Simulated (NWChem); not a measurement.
**BF (SMILES [B]F) at 3 levels**

Wanted: a comparison of 3 runs (B3LYP/def2-TZVPPD, PBE0/def2-TZVPPD, CCSD(T)/def2-TZVPPD) of BF. 

Program for the calculation: NWChem 7.3.0.

28 further runs of the same task are left out: 28 set aside as unsound or not needed. Runs told in other sessions of the task aren't counted.

**1. The system as given**

The species is BF (2 atoms), meant as a singlet with charge 0. As SMILES, `[B]F`. The B1–F2 distance was set to 1.453 Å, away from the relaxed value.

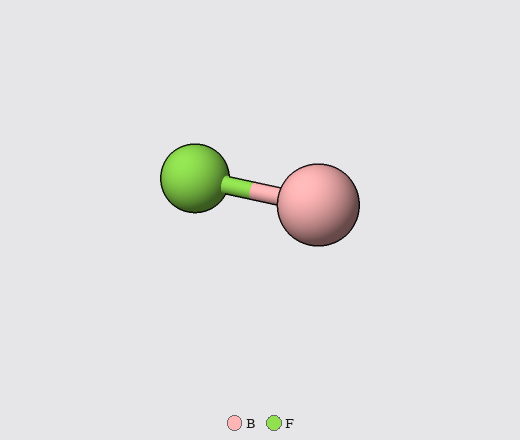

The structure, seen from a chosen angle (boron pink, fluorine green).

**2. A single-point energy at B3LYP/def2-TZVPPD (run 1)**

job.xyz

```xyz
2
BF B3LYP
B      0.000000     0.000000    -0.198860
F      0.000000     0.000000     1.253740
```

run.py

```python
from ase.io import read
from ase.calculators.nwchem import NWChem

mol = read('job.xyz')

calc = NWChem(
    label='job',
    theory='dft',
    memory='2200 mb',
    basis='def2-TZVPPD',
    basispar='spherical bse',
    dft={'xc': 'b3lyp', 'mult': '1', 'grid': 'xfine', 'convergence': 'energy 1e-08', 'iterations': '100', 'mulliken': None},
    task='energy',
)
mol.calc = calc

print("Total energy (eV):", round(mol.get_potential_energy(), 6))
print("dipole (e A):", mol.get_dipole_moment().round(4))
```

Launch:

```
$ export ASE_NWCHEM_COMMAND="nwchem PREFIX.nwi > PREFIX.nwo"
$ python run.py
```

The log of the run:

```text
Total energy (eV): -3393.254291
dipole (e A): [-0.     -0.     -0.0158]
```

The calculator wrote job.nwi:

```
title "job"

permanent_dir job

scratch_dir job

start job

geometry units angstrom nocenter noautosym noautoz
  B  0.0000000000000000e+00 0.0000000000000000e+00 -1.9886000000000001e-01
  F  0.0000000000000000e+00 0.0000000000000000e+00 1.2537400000000001e+00
end

memory 2200 mb

basis spherical bse noprint
   * library def2-TZVPPD
end

dft
  xc b3lyp
  mult 1
  grid xfine
  convergence energy 1e-08
  iterations 100
  mulliken
end

task dft energy
```

job.nwo:

```text
Northwest Computational Chemistry Package (NWChem) 7.3.0
             --------------------------------------------------------

           Job information
           ---------------

    nwchem branch   = 7.3.0
    use scalapack   = T
    input           = job.nwi
    prefix          = job.
    data base       = job/job.db
    status          = startup
    nproc           =        1

           Memory information
           ------------------

[... 5 lines left out ...]
    hardfail = no
[... 89 lines left out ...]
          Convergence on energy requested:  1.00D-08
[... 25 lines left out ...]
          Convergence Information
[... 30 lines left out ...]
 1-e energy   =    -204.009812
[... 46 lines left out ...]
      One electron energy =     -204.467405019706
[... 8 lines left out ...]
                       DFT Final Molecular Orbital Analysis
[... 574 lines left out ...]
     Multipole analysis of the density
     ---------------------------------

     L   x y z        total         alpha         beta         nuclear
     -   - - -        -----         -----         ----         -------
     0   0 0 0     -0.000000     -7.000000     -7.000000     14.000000

     1   1 0 0     -0.000000     -0.000000     -0.000000      0.000000
[... 8 lines of this table left out ...]
     2   0 0 2    -10.391445    -30.808293    -30.808293     51.225141

 Task  times  cpu:        3.3s     wall:        3.3s
 Total times  cpu:        3.3s     wall:        3.3s
```

Run time: 4.2 s. Hardware: 1 thread of AMD EPYC 9B45 (Zen 5), shared host; peak memory 0.11 GiB.

**3. The energy at PBE0/def2-TZVPPD (run 2)**

run.py

```python
from ase import Atoms
from ase.calculators.nwchem import NWChem

system = Atoms(['B', 'F'], positions=[
    [0.000000, -0.000000, -0.198860],
    [-0.000000, 0.000000, 1.253740],
])

calc = NWChem(
    label='bf',
    theory='dft',
    memory='2200 mb',
    basis='def2-TZVPPD',
    basispar='spherical bse',
    dft={'xc': 'pbe0', 'mult': '1', 'grid': 'xfine', 'convergence': 'energy 1e-08', 'iterations': '100', 'mulliken': None},
    task='energy',
)
system.calc = calc

print(f"energy = {system.get_potential_energy():.6f} eV")
print("dipole (e A):", system.get_dipole_moment().round(4))
```

Launch:

```
$ export ASE_NWCHEM_COMMAND="nwchem PREFIX.nwi > PREFIX.nwo"
$ python run.py
```

The log of the run:

```text
energy = -3389.405575 eV
dipole (e A): [ 0.      0.     -0.0141]
```

The calculator wrote bf.nwi:

```
title "bf"

permanent_dir bf

scratch_dir bf

start bf

geometry units angstrom nocenter noautosym noautoz
  B  0.0000000000000000e+00 -0.0000000000000000e+00 -1.9886000000000001e-01
  F  -0.0000000000000000e+00 0.0000000000000000e+00 1.2537400000000001e+00
end

memory 2200 mb

basis spherical bse noprint
   * library def2-TZVPPD
end

dft
  xc pbe0
  mult 1
  grid xfine
  convergence energy 1e-08
  iterations 100
  mulliken
end

task dft energy
```

bf.nwo:

```text
Northwest Computational Chemistry Package (NWChem) 7.3.0
             --------------------------------------------------------

           Job information
           ---------------

    nwchem branch   = 7.3.0
    use scalapack   = T
    input           = bf.nwi
    prefix          = bf.
    data base       = bf/bf.db
    status          = startup
    nproc           =        1

           Memory information
           ------------------

[... 5 lines left out ...]
    hardfail = no
[... 89 lines left out ...]
          Convergence on energy requested:  1.00D-08
[... 24 lines left out ...]
          Convergence Information
[... 30 lines left out ...]
 1-e energy   =    -204.009812
[... 45 lines left out ...]
      One electron energy =     -204.453833396793
[... 8 lines left out ...]
                       DFT Final Molecular Orbital Analysis
[... 576 lines left out ...]
     Multipole analysis of the density
     ---------------------------------

     L   x y z        total         alpha         beta         nuclear
     -   - - -        -----         -----         ----         -------
     0   0 0 0     -0.000000     -7.000000     -7.000000     14.000000

     1   1 0 0      0.000000      0.000000      0.000000      0.000000
[... 8 lines of this table left out ...]
     2   0 0 2    -10.315861    -30.770501    -30.770501     51.225141

 Task  times  cpu:        2.9s     wall:        2.9s
 Total times  cpu:        2.9s     wall:        2.9s
```

Wall time 3.9 s (1 thread of AMD EPYC 9B45 (Zen 5), shared host); peak memory 0.11 GiB.

**4. A single-point energy at CCSD(T)/def2-TZVPPD (run 3)**

bf.xyz

```xyz
2
BF energy
B      0.000000     0.000000    -0.198860
F      0.000000     0.000000     1.253740
```

bf.nw

```
start bf
title "BF energy"
memory total 2200 mb

geometry noautosym nocenter noautoz
   load format xyz bf.xyz
end

basis spherical bse
   * library def2-TZVPPD
end

scf
   thresh 1e-08
   maxiter 80
   noprint "final vectors analysis"
end

ccsd
   freeze core 2
   maxiter 60
end

task ccsd(t) energy
```

Launch:

```
$ nwchem bf.nw > bf.out
```

The log of the run:

```text
[...]
  functions       =    77
[...]
  wavefunction    = RHF
[...]
         Total SCF energy =   -124.134581969700
      One-electron energy =   -204.541210408200
      Two-electron energy =     64.013281195635
 Nuclear repulsion energy =     16.393347242866
        Time for solution =      3.0s
[...]
 Total MP2 energy:           -124.463233090543469
[...]
             energy      energy      error      ampl     ampl      Block
                                                time     time      time
[...]
 Total CCSD energy:           -124.475828132902393
[...]
 Total CCSD+T(CCSD) energy:           -124.489469306602928
[...]
 Total CCSD(T) energy:                -124.488094495797469
[...]
```

Run time: 26 s. Hardware: 1 thread of AMD EPYC 9B45 (Zen 5), shared host; peak memory 0.14 GiB.

**5. All runs side by side**

| run | level | integration grid | iteration cap | energy (Eh) | dipole moment (D) of the reference | HOMO energy (eV) | LUMO energy (eV) | wall time |
| --- | --- | --- | --- | --- | --- | --- | --- | --- |
| 1 | B3LYP/def2-TZVPPD | xfine | 100 | -124.699796 | 0.08 | -8.46 | -2.18 | 4.2 s |
| 2 | PBE0/def2-TZVPPD | xfine | 100 | -124.558358 | 0.07 | -8.65 | -1.89 | 3.9 s |
| 3 | CCSD(T)/def2-TZVPPD | – | 80 | -124.488094 | – | – | – | 26 s |

**6. What came out**

| quantity | value |
| --- | --- |
| run 3: total energy | -124.48809 Eh |
| run 3: correlation energy (2 core orbitals frozen) | -353.5 mEh |
| run 3: (T) correction | -12.27 mEh |

What this shows: Totals of different functionals can't be ranked against each other. All runs together took 35 s, the longest 26 s.
